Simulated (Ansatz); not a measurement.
# CH₄ClNOSi: up Jacob's ladder to CCSD(T)

How much do the methods differ for CH₄ClNOSi? The plan is to run it at one geometry with functionals of several rungs and with coupled cluster, and see how far each lands from CCSD(T) at the basis-set limit for the atomisation energy.

The runs use Ansatz 0.2.0, Gaussian basis; functionals in def2-TZVPP, the program's frozen cores in correlated methods.

Levels to be run: LDA (SPW92), PBE-D4, revPBE-D4, BLYP-D4, r2SCAN-D4, B97M-V, PBE0-D4, B3LYP-D4, r2SCANh-D4, r2SCAN0-D4, HSE06-D4, BHLYP-D4, CAM-B3LYP-D4, LC-ωPBE, ωB97X-V, ωB97M-V, B2PLYP, PBE-QIDH; CCSD(T)/def2-SVP; CCSD(T)/def2-TZVPP; MP2/def2-QZVPP; extrapolation to the limit; RPA on PBE.

## Step 1: Structure used throughout

All runs share one geometry, relaxed beforehand with PBE0-D4 in a triple-zeta def2 set.

SMILES `N[Si@H]1O[C@H]1Cl`, 9 atoms, charge 0, spin multiplicity 1.

Atoms are counted from 1 here; the program's logs count them from 0.

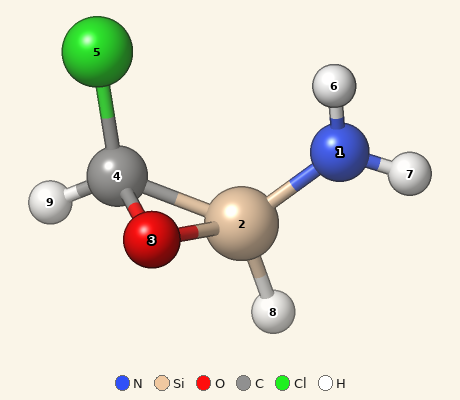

The geometry (nitrogen blue, silicon light orange, oxygen red, carbon grey, chlorine green, hydrogen white); atoms are numbered from 1 in the order of the file.

## Step 2: LDA

This LDA is Slater exchange with PW92 correlation.

in.yaml reads:

```yaml
crystal:
  periodic: [false, false, false]
  atoms:
    - {symbol: N, position_ang: [-0.411970, -0.724241, -1.388103]}
    - {symbol: Si, position_ang: [0.264000, -0.610697, 0.144667]}
    - {symbol: O, position_ang: [1.361054, 0.584906, 0.517476]}
    - {symbol: C, position_ang: [0.091687, 0.873406, 1.152773]}
    - {symbol: Cl, position_ang: [-0.736056, 2.292626, 0.472952]}
    - {symbol: H, position_ang: [-0.742779, 0.075782, -1.901031]}
    - {symbol: H, position_ang: [-0.458708, -1.585536, -1.903032]}
    - {symbol: H, position_ang: [0.555411, -1.960069, 0.660183]}
    - {symbol: H, position_ang: [0.165960, 1.007424, 2.227015]}
basis:
  gaussian: {orbitals: def2-TZVPP}
hamiltonian: {xc: lda}
output: {orbitals: {seedname: orbitals}}
```

Started as:

```console
$ ansatz run in.yaml --threads 4 --pin off --events-out ev --progress --plain --max-ram 10444MiB
```

Output:

```text
Functional definition: SPW92
  name "SPW92"
  cite "Dirac, Proc. Camb. Phil. Soc. 26, 376 (1930) doi:10.1017/S0305004100016108"
  cite "Slater, Phys. Rev. 81, 385 (1951) doi:10.1103/PhysRev.81.385"
  cite "Perdew & Wang, Phys. Rev. B 45, 13244 (1992) doi:10.1103/PhysRevB.45.13244"
  exchange = slater_x
  correlation = pw_c
1304 factors; their error is unknown
mean field evaluation 1: about -24917.7158 eV, gradient 9.3e1 eV
mean field evaluation 2: about -24853.3946 eV, gradient 1.9e2 eV
mean field evaluation 4: about -24933.1318 eV, gradient 2.6e1 eV
mean field evaluation 8: about -24934.2830 eV, gradient 1.7e-1 eV
mean field evaluation 16: about -24934.2515 eV, gradient 2.8e-4 eV
mean field -24934.25150797 eV, -916.3168418753 hartree, gradient 5.5e-5 eV, S^2 0.000000; 0 other end points of the search recorded, 0 dependent functions left out
reference -24934.25154564 eV, -916.3168432597 hartree; 28, 28 occupied and 205, 205 virtual orbitals, 1304 factors
Total energy: -24934.25154564 eV, -916.3168432597 hartree
```

Run time: 1.6 s. Hardware: 4 threads of Arm Neoverse V1, shared host; peak memory 0.3 GiB.

Atomisation energy: 3775.9 kJ/mol (free atoms -24895.117 eV, run apart). HOMO -5.94 eV, LUMO -0.99 eV.

## Step 3: PBE-D4 (GGA)

in.yaml, as its differences from that of step 2:

```diff
@@ -14,3 +14,3 @@
   gaussian: {orbitals: def2-TZVPP}
-hamiltonian: {xc: lda}
-output: {orbitals: {seedname: orbitals}}
+hamiltonian: {xc: pbe, dispersion: d4}
+output: {forces: true, orbitals: {seedname: orbitals}}
```

Same command.

Output, shortened:

```text
Functional definition: PBE
  name "PBE"
  cite "Perdew, Burke & Ernzerhof, Phys. Rev. Lett. 77, 3865 (1996) doi:10.1103/PhysRevLett.77.3865"
  parent pbe
[...]
1304 factors; their error is unknown
[...]
mean field -25028.27740697 eV, -919.7722299304 hartree, gradient 2.6e-5 eV, S^2 0.000000; 0 other end points of the search recorded, 0 dependent functions left out
[...]
reference -25028.27744737 eV, -919.7722314152 hartree; 28, 28 occupied and 205, 205 virtual orbitals, 1304 factors
Total energy: -25028.49588852 eV, -919.7802589793 hartree
Atom 0 at    -0.411970    -0.724241    -1.388103 Å, force    -0.040668    -0.016735    -0.049062 eV/Å
Atom 1 at     0.264000    -0.610697     0.144667 Å, force    -0.238744    -0.459586     0.095839 eV/Å
Atom 2 at     1.361054     0.584906     0.517476 Å, force     0.869175     0.293570    -0.070708 eV/Å
Atom 3 at     0.091687     0.873406     1.152773 Å, force    -0.268676    -0.003546     0.240538 eV/Å
Atom 4 at    -0.736056     2.292626     0.472952 Å, force    -0.226071     0.339464    -0.140610 eV/Å
Atom 5 at    -0.742779     0.075782    -1.901031 Å, force    -0.121052     0.264150    -0.184608 eV/Å
Atom 6 at    -0.458708    -1.585536    -1.903032 Å, force    -0.020573    -0.285996    -0.189416 eV/Å
Atom 7 at     0.555411    -1.960069     0.660183 Å, force     0.040286    -0.170998     0.042881 eV/Å
Atom 8 at     0.165960     1.007424     2.227015 Å, force     0.006322     0.039677     0.255146 eV/Å
Dipole moment:    -0.198750    -0.574682    -0.261602 e Å
```

It took 2.5 s on 4 threads of Arm Neoverse V1, shared host; peak memory 0.3 GiB.

With the free atoms at this level, -24994.136 eV in sum, the atomisation energy is 3315.2 kJ/mol. HOMO -5.78 eV, LUMO -0.78 eV.

## Step 4: revPBE-D4 (GGA)

in.yaml, as its differences from that of step 3:

```diff
@@ -14,3 +14,3 @@
   gaussian: {orbitals: def2-TZVPP}
-hamiltonian: {xc: pbe, dispersion: d4}
-output: {forces: true, orbitals: {seedname: orbitals}}
+hamiltonian: {xc: {name: revPBE}, dispersion: d4}
+output: {orbitals: {seedname: orbitals}}
```

The command is unchanged.

Output:

```text
Functional definition: revPBE
  name "revPBE"
  cite "Zhang & Yang, Phys. Rev. Lett. 80, 890 (1998) doi:10.1103/PhysRevLett.80.890"
  cite "Perdew, Burke & Ernzerhof, Phys. Rev. Lett. 77, 3865 (1996) doi:10.1103/PhysRevLett.77.3865"
  parameter kappa = 1.245
  parameter beta = 0.06672455060314922
  exchange = pbe_x(kappa = kappa, mu = beta*pi^2/3)
  correlation = pbe_c(beta = beta)
1304 factors; their error is unknown
mean field evaluation 1: about -25022.0005 eV, gradient 9.0e1 eV
mean field evaluation 2: about -24963.0252 eV, gradient 1.8e2 eV
mean field evaluation 4: about -25036.3688 eV, gradient 2.3e1 eV
mean field evaluation 8: about -25037.3337 eV, gradient 2.1e-1 eV
mean field evaluation 16: about -25037.3009 eV, gradient 3.3e-4 eV
mean field -25037.30089259 eV, -920.1038369105 hartree, gradient 8.3e-5 eV, S^2 0.000000; 0 other end points of the search recorded, 0 dependent functions left out
reference -25037.30094303 eV, -920.1038387641 hartree; 28, 28 occupied and 205, 205 virtual orbitals, 1304 factors
Total energy: -25037.95919855 eV, -920.1280292085 hartree
```

It took 2.2 s on 4 threads of Arm Neoverse V1, shared host; peak memory 0.3 GiB.

With the free atoms at this level, -25004.613 eV in sum, the atomisation energy is 3217.4 kJ/mol. HOMO -5.72 eV, LUMO -0.69 eV.

## Step 5: BLYP-D4 (GGA)

in.yaml, as its differences from that of step 4:

```diff
@@ -14,3 +14,3 @@
   gaussian: {orbitals: def2-TZVPP}
-hamiltonian: {xc: {name: revPBE}, dispersion: d4}
+hamiltonian: {xc: {name: BLYP}, dispersion: d4}
 output: {orbitals: {seedname: orbitals}}
```

The command is unchanged.

Output:

```text
Functional definition: BLYP
  name "BLYP"
  cite "Becke, Phys. Rev. A 38, 3098 (1988) doi:10.1103/PhysRevA.38.3098"
  cite "Lee, Yang & Parr, Phys. Rev. B 37, 785 (1988) doi:10.1103/PhysRevB.37.785"
  parameter beta = 0.0042
  parameter a = 0.04918
  parameter b = 0.132
  parameter c = 0.2533
  parameter d = 0.349
  exchange = b88_x(beta = beta)
  correlation = lyp_c(a = a, b = b, c = c, d = d)
1304 factors; their error is unknown
mean field evaluation 1: about -25023.4853 eV, gradient 9.8e1 eV
mean field evaluation 2: about -24946.5544 eV, gradient 2.0e2 eV
mean field evaluation 4: about -25039.9673 eV, gradient 2.8e1 eV
mean field evaluation 8: about -25041.3321 eV, gradient 2.8e-1 eV
mean field evaluation 16: about -25041.2994 eV, gradient 2.8e-4 eV
mean field -25041.29940295 eV, -920.2507794559 hartree, gradient 6.3e-5 eV, S^2 0.000000; 0 other end points of the search recorded, 0 dependent functions left out
reference -25041.29975871 eV, -920.2507925301 hartree; 28, 28 occupied and 205, 205 virtual orbitals, 1304 factors
Total energy: -25041.78344408 eV, -920.2685676393 hartree
```

It took 2.3 s on 4 threads of Arm Neoverse V1, shared host; peak memory 0.3 GiB.

Atomisation energy: 3228.0 kJ/mol (free atoms -25008.327 eV, run apart). HOMO -5.66 eV, LUMO -0.67 eV.

## Step 6: r2SCAN-D4 (meta-GGA)

in.yaml, as its differences from that of step 5:

```diff
@@ -14,3 +14,3 @@
   gaussian: {orbitals: def2-TZVPP}
-hamiltonian: {xc: {name: BLYP}, dispersion: d4}
-output: {orbitals: {seedname: orbitals}}
+hamiltonian: {xc: r2scan, dispersion: d4}
+output: {forces: true, orbitals: {seedname: orbitals}}
```

The command is unchanged.

Output, shortened:

```text
Functional definition: r2SCAN
  name "r2SCAN"
  cite "Furness, Kaplan, Ning, Perdew & Sun, J. Phys. Chem. Lett. 11, 8208 (2020) doi:10.1021/acs.jpclett.0c02405"
  cite "Furness, Kaplan, Ning, Perdew & Sun, J. Phys. Chem. Lett. 11, 9248 (2020) doi:10.1021/acs.jpclett.0c03077"
  parent r2scan
[...]
1304 factors; their error is unknown
[...]
mean field -25038.79569608 eV, -920.1587699255 hartree, gradient 1.4e-5 eV, S^2 0.000000; 0 other end points of the search recorded, 0 dependent functions left out
[...]
reference -25038.79570726 eV, -920.1587703364 hartree; 28, 28 occupied and 205, 205 virtual orbitals, 1304 factors
Total energy: -25038.84756476 eV, -920.1606760644 hartree
Atom 0 at    -0.411970    -0.724241    -1.388103 Å, force     0.008040     0.005468    -0.005759 eV/Å
Atom 1 at     0.264000    -0.610697     0.144667 Å, force    -0.076258    -0.150402     0.029273 eV/Å
Atom 2 at     1.361054     0.584906     0.517476 Å, force     0.402878     0.034122    -0.114807 eV/Å
Atom 3 at     0.091687     0.873406     1.152773 Å, force    -0.193504    -0.178386     0.292315 eV/Å
Atom 4 at    -0.736056     2.292626     0.472952 Å, force    -0.138166     0.240987    -0.120463 eV/Å
Atom 5 at    -0.742779     0.075782    -1.901031 Å, force    -0.009706    -0.002099    -0.030457 eV/Å
Atom 6 at    -0.458708    -1.585536    -1.903032 Å, force    -0.017139     0.002354    -0.028546 eV/Å
Atom 7 at     0.555411    -1.960069     0.660183 Å, force     0.004988     0.018242    -0.018488 eV/Å
Atom 8 at     0.165960     1.007424     2.227015 Å, force     0.018866     0.029714    -0.003067 eV/Å
Dipole moment:    -0.201318    -0.604570    -0.259947 e Å
```

Wall time 4.7 s (4 threads of Arm Neoverse V1, shared host); peak memory 0.33 GiB.

Atomisation energy: 3229.9 kJ/mol (free atoms -25005.372 eV, run apart). HOMO -6.03 eV, LUMO -0.50 eV.

## Step 7: B97M-V (meta-GGA)

in.yaml, as its differences from that of step 6:

```diff
@@ -14,3 +14,3 @@
   gaussian: {orbitals: def2-TZVPP}
-hamiltonian: {xc: r2scan, dispersion: d4}
-output: {forces: true, orbitals: {seedname: orbitals}}
+hamiltonian: {xc: {name: B97M-V}}
+output: {orbitals: {seedname: orbitals}}
```

Same command.

Output, shortened:

```text
Functional definition: B97M-V
  name "B97M-V"
  cite "Mardirossian & Head-Gordon, J. Chem. Phys. 142, 074111 (2015) doi:10.1063/1.4907719"
  cite "Becke, J. Chem. Phys. 107, 8554 (1997) doi:10.1063/1.475007"
  cite "Vydrov & Van Voorhis, J. Chem. Phys. 133, 244103 (2010) doi:10.1063/1.3521275"
  # Of w^i u^j: cxij and so on, Table III.
[...]
  gx(w, u) = cx00 + cx01*u + cx02*u^2 + (cx10 + cx11*u)*w
  gss(w, u) = css00 + css02*u^2 + css10*w + (css32*w^3 + css42*w^4)*u^2
  gos(w, u) = cos00 + cos01*u + cos03*u^3 + cos10*w + cos32*w^3*u^2
[...]
      + integral(e_c_pw_mod_opposite_spin*gos(b97_w_opposite, b97_u_opposite)) + vv10(b, c)
1304 factors; their error is unknown
[...]
mean field -25036.59923706 eV, -920.0780515454 hartree, gradient 3.7e-5 eV, S^2 0.000000; 0 other end points of the search recorded, 0 dependent functions left out
reference -25036.59929378 eV, -920.0780536297 hartree; 28, 28 occupied and 205, 205 virtual orbitals, 1304 factors
Total energy: -25036.59929378 eV, -920.0780536297 hartree
```

Wall time 9.1 s (4 threads of Arm Neoverse V1, shared host); peak memory 0.38 GiB.

With the free atoms at this level, -25003.110 eV in sum, the atomisation energy is 3231.2 kJ/mol. HOMO -6.11 eV, LUMO -0.58 eV.

## Step 8: PBE0-D4 (hybrid)

in.yaml, as its differences from that of step 7:

```diff
@@ -14,3 +14,3 @@
   gaussian: {orbitals: def2-TZVPP}
-hamiltonian: {xc: {name: B97M-V}}
+hamiltonian: {xc: pbe0, dispersion: d4}
 output: {orbitals: {seedname: orbitals}}
```

The command is unchanged.

Output:

```text
Functional definition: PBE0
  name "PBE0"
  cite "Adamo & Barone, J. Chem. Phys. 110, 6158 (1999) doi:10.1063/1.478522"
  cite "Perdew, Burke & Ernzerhof, Phys. Rev. Lett. 77, 3865 (1996) doi:10.1103/PhysRevLett.77.3865"
  parent pbe
  parameter a = 0.25
  parameter kappa = 0.804
  parameter beta = 0.06672455060314922
  exchange = (1 - a)*pbe_x(kappa = kappa, mu = beta*pi^2/3) + a*exact_x
  correlation = pbe_c(beta = beta)
1338 factors; their error is unknown
mean field evaluation 1: about -25020.3949 eV, gradient 7.3e1 eV
mean field evaluation 2: about -25005.8821 eV, gradient 1.1e2 eV
mean field evaluation 4: about -25029.9365 eV, gradient 8.1e0 eV
mean field evaluation 8: about -25030.0525 eV, gradient 4.8e-2 eV
mean field evaluation 16: about -25030.1071 eV, gradient 8.8e-5 eV
mean field -25030.10706266 eV, -919.8394685370 hartree, gradient 2.9e-5 eV, S^2 0.000000; 0 other end points of the search recorded, 0 dependent functions left out
reference -25030.10709300 eV, -919.8394696517 hartree; 28, 28 occupied and 205, 205 virtual orbitals, 1338 factors
Total energy: -25030.29124466 eV, -919.8462371003 hartree
```

Run time: 3 s. Hardware: 4 threads of Arm Neoverse V1, shared host; peak memory 0.57 GiB.

With the free atoms at this level, -24996.892 eV in sum, the atomisation energy is 3222.5 kJ/mol. HOMO -7.09 eV, LUMO 0.11 eV.

## Step 9: B3LYP-D4 (hybrid)

B3LYP here takes the VWN-RPA correlation.

in.yaml, as its differences from that of step 8:

```diff
@@ -14,3 +14,3 @@
   gaussian: {orbitals: def2-TZVPP}
-hamiltonian: {xc: pbe0, dispersion: d4}
-output: {orbitals: {seedname: orbitals}}
+hamiltonian: {xc: {name: B3LYP}, dispersion: d4}
+output: {forces: true, orbitals: {seedname: orbitals}}
```

The command is unchanged.

Output, shortened:

```text
Functional definition: B3LYP
  name "B3LYP"
  cite "Stephens, Devlin, Chabalowski & Frisch, J. Phys. Chem. 98, 11623 (1994) doi:10.1021/j100096a001"
  cite "Becke, Phys. Rev. A 38, 3098 (1988) doi:10.1103/PhysRevA.38.3098"
  cite "Lee, Yang & Parr, Phys. Rev. B 37, 785 (1988) doi:10.1103/PhysRevB.37.785"
  cite "Vosko, Wilk & Nusair, Can. J. Phys. 58, 1200 (1980) doi:10.1139/p80-159"
[...]
1326 factors; their error is unknown
[...]
mean field -25043.65103602 eV, -920.3372003772 hartree, gradient 3.2e-5 eV, S^2 0.000000; 0 other end points of the search recorded, 0 dependent functions left out
[...]
reference -25043.65130283 eV, -920.3372101824 hartree; 28, 28 occupied and 205, 205 virtual orbitals, 1326 factors
Total energy: -25044.00620448 eV, -920.3502525774 hartree
Atom 0 at    -0.411970    -0.724241    -1.388103 Å, force    -0.034904    -0.001593    -0.071145 eV/Å
Atom 1 at     0.264000    -0.610697     0.144667 Å, force     0.043235    -0.260796     0.092586 eV/Å
Atom 2 at     1.361054     0.584906     0.517476 Å, force     0.372531    -0.004050    -0.121002 eV/Å
Atom 3 at     0.091687     0.873406     1.152773 Å, force    -0.132798    -0.138486     0.402333 eV/Å
Atom 4 at    -0.736056     2.292626     0.472952 Å, force    -0.199727     0.342203    -0.132152 eV/Å
Atom 5 at    -0.742779     0.075782    -1.901031 Å, force    -0.006898    -0.012465    -0.026747 eV/Å
Atom 6 at    -0.458708    -1.585536    -1.903032 Å, force    -0.014949     0.005210    -0.026256 eV/Å
Atom 7 at     0.555411    -1.960069     0.660183 Å, force    -0.024666     0.083137    -0.037136 eV/Å
Atom 8 at     0.165960     1.007424     2.227015 Å, force    -0.001823    -0.013161    -0.080482 eV/Å
Dipole moment:    -0.221091    -0.614500    -0.249867 e Å
```

It took 4.3 s on 4 threads of Arm Neoverse V1, shared host; peak memory 0.65 GiB.

With the free atoms at this level, -25010.732 eV in sum, the atomisation energy is 3210.5 kJ/mol. HOMO -6.88 eV, LUMO -0.13 eV.

## Step 10: r2SCANh-D4 (hybrid)

in.yaml, as its differences from that of step 9:

```diff
@@ -14,3 +14,3 @@
   gaussian: {orbitals: def2-TZVPP}
-hamiltonian: {xc: {name: B3LYP}, dispersion: d4}
-output: {forces: true, orbitals: {seedname: orbitals}}
+hamiltonian: {xc: {name: r2SCANh}, dispersion: d4}
+output: {orbitals: {seedname: orbitals}}
```

Launched as before.

Output, shortened:

```text
Functional definition: r2SCANh
  name "r2SCANh"
  cite "Bursch, Neugebauer, Ehlert & Grimme, J. Chem. Phys. 156, 134105 (2022) doi:10.1063/5.0086040"
  cite "Furness, Kaplan, Ning, Perdew & Sun, J. Phys. Chem. Lett. 11, 8208 (2020) doi:10.1021/acs.jpclett.0c02405"
  cite "Furness, Kaplan, Ning, Perdew & Sun, J. Phys. Chem. Lett. 11, 9248 (2020) doi:10.1021/acs.jpclett.0c03077"
  parent r2scan
[...]
1304 factors; their error is unknown
[...]
mean field -25038.42043825 eV, -920.1449794548 hartree, gradient 1.8e-5 eV, S^2 0.000000; 0 other end points of the search recorded, 0 dependent functions left out
reference -25038.42044849 eV, -920.1449798311 hartree; 28, 28 occupied and 205, 205 virtual orbitals, 1304 factors
Total energy: -25038.47585088 eV, -920.1470158312 hartree
```

Run time: 5 s. Hardware: 4 threads of Arm Neoverse V1, shared host; peak memory 0.6 GiB.

With the free atoms at this level, -25005.334 eV in sum, the atomisation energy is 3197.7 kJ/mol. HOMO -6.52 eV, LUMO -0.18 eV.

## Step 11: r2SCAN0-D4 (hybrid)

in.yaml, as its differences from that of step 10:

```diff
@@ -14,3 +14,3 @@
   gaussian: {orbitals: def2-TZVPP}
-hamiltonian: {xc: {name: r2SCANh}, dispersion: d4}
+hamiltonian: {xc: {name: r2SCAN0}, dispersion: d4}
 output: {orbitals: {seedname: orbitals}}
```

The command is unchanged.

Output, shortened:

```text
Functional definition: r2SCAN0
  name "r2SCAN0"
  cite "Bursch, Neugebauer, Ehlert & Grimme, J. Chem. Phys. 156, 134105 (2022) doi:10.1063/5.0086040"
  cite "Furness, Kaplan, Ning, Perdew & Sun, J. Phys. Chem. Lett. 11, 8208 (2020) doi:10.1021/acs.jpclett.0c02405"
  cite "Furness, Kaplan, Ning, Perdew & Sun, J. Phys. Chem. Lett. 11, 9248 (2020) doi:10.1021/acs.jpclett.0c03077"
  parent r2scan
[...]
1338 factors; their error is unknown
[...]
mean field -25037.89228669 eV, -920.1255702429 hartree, gradient 1.9e-5 eV, S^2 0.000000; 0 other end points of the search recorded, 0 dependent functions left out
reference -25037.89229554 eV, -920.1255705680 hartree; 28, 28 occupied and 205, 205 virtual orbitals, 1338 factors
Total energy: -25037.95375089 eV, -920.1278290106 hartree
```

Wall time 4.8 s (4 threads of Arm Neoverse V1, shared host); peak memory 0.6 GiB.

Atomisation energy: 3151.6 kJ/mol (free atoms -25005.290 eV, run apart). HOMO -7.26 eV, LUMO 0.29 eV.

## Step 12: HSE06-D4 (hybrid)

HSE06 is the plane-wave form, built on full-range PBE exchange.

in.yaml, as its differences from that of step 11:

```diff
@@ -14,3 +14,3 @@
   gaussian: {orbitals: def2-TZVPP}
-hamiltonian: {xc: {name: r2SCAN0}, dispersion: d4}
+hamiltonian: {xc: hse06, dispersion: d4}
 output: {orbitals: {seedname: orbitals}}
```

Launched as before.

Output, shortened:

```text
Functional definition: HSE06
  name "HSE06"
  cite "Heyd, Scuseria & Ernzerhof, J. Chem. Phys. 118, 8207 (2003) doi:10.1063/1.1564060"
  cite "Krukau, Vydrov, Izmaylov & Scuseria, J. Chem. Phys. 125, 224106 (2006) doi:10.1063/1.2404663"
  cite "Heyd & Scuseria, J. Chem. Phys. 120, 7274 (2004) doi:10.1063/1.1668634"
  cite "Ernzerhof & Perdew, J. Chem. Phys. 109, 3313 (1998) doi:10.1063/1.476928"
  cite "Perdew, Burke & Ernzerhof, Phys. Rev. Lett. 77, 3865 (1996) doi:10.1103/PhysRevLett.77.3865"
  parent pbe
[...]
  # The whole range is PBE's own exchange, as in plane waves. The composition of these papers is wPBEh.
[...]
1338 factors; their error is unknown
103 factors; integrals over basis functions are off by at most 3.6e-7 eV
[...]
mean field -25029.49930803 eV, -919.8171339662 hartree, gradient 2.8e-5 eV, S^2 0.000000; 0 other end points of the search recorded, 0 dependent functions left out
reference -25029.49934846 eV, -919.8171354519 hartree; 28, 28 occupied and 205, 205 virtual orbitals, 1338 factors
Total energy: -25029.67106371 eV, -919.8234458709 hartree
```

Run time: 3.2 s. Hardware: 4 threads of Arm Neoverse V1, shared host; peak memory 0.6 GiB.

Atomisation energy: 3225.8 kJ/mol (free atoms -24996.238 eV, run apart). HOMO -6.69 eV, LUMO -0.26 eV.

## Step 13: BHLYP-D4 (hybrid)

in.yaml, as its differences from that of step 12:

```diff
@@ -14,3 +14,3 @@
   gaussian: {orbitals: def2-TZVPP}
-hamiltonian: {xc: hse06, dispersion: d4}
+hamiltonian: {xc: {name: BHLYP}, dispersion: d4}
 output: {orbitals: {seedname: orbitals}}
```

Same command.

Output:

```text
Functional definition: BHLYP
  name "BHLYP"
  cite "Becke, J. Chem. Phys. 98, 1372 (1993) doi:10.1063/1.464304"
  cite "Becke, Phys. Rev. A 38, 3098 (1988) doi:10.1103/PhysRevA.38.3098"
  cite "Lee, Yang & Parr, Phys. Rev. B 37, 785 (1988) doi:10.1103/PhysRevB.37.785"
  parameter a = 0.5
  exchange = (1 - a)*b88_x + a*exact_x
  correlation = lyp_c
1457 factors; their error is unknown
mean field evaluation 1: about -25032.8026 eV, gradient 6.3e1 eV
mean field evaluation 2: about -25029.8608 eV, gradient 7.4e1 eV
mean field evaluation 4: about -25039.8871 eV, gradient 4.0e0 eV
mean field evaluation 8: about -25040.0593 eV, gradient 5.8e-2 eV
mean field evaluation 16: about -25040.0594 eV, gradient 3.6e-5 eV
mean field -25040.05935965 eV, -920.2052087054 hartree, gradient 3.6e-5 eV, S^2 0.000000; 0 other end points of the search recorded, 0 dependent functions left out
reference -25040.05954096 eV, -920.2052153682 hartree; 28, 28 occupied and 205, 205 virtual orbitals, 1457 factors
Total energy: -25040.33266306 eV, -920.2152524204 hartree
```

It took 2.9 s on 4 threads of Arm Neoverse V1, shared host; peak memory 0.59 GiB.

Atomisation energy: 3077.7 kJ/mol (free atoms -25008.434 eV, run apart). HOMO -8.33 eV, LUMO 0.97 eV.

(Part 1 of 2 ends here.)
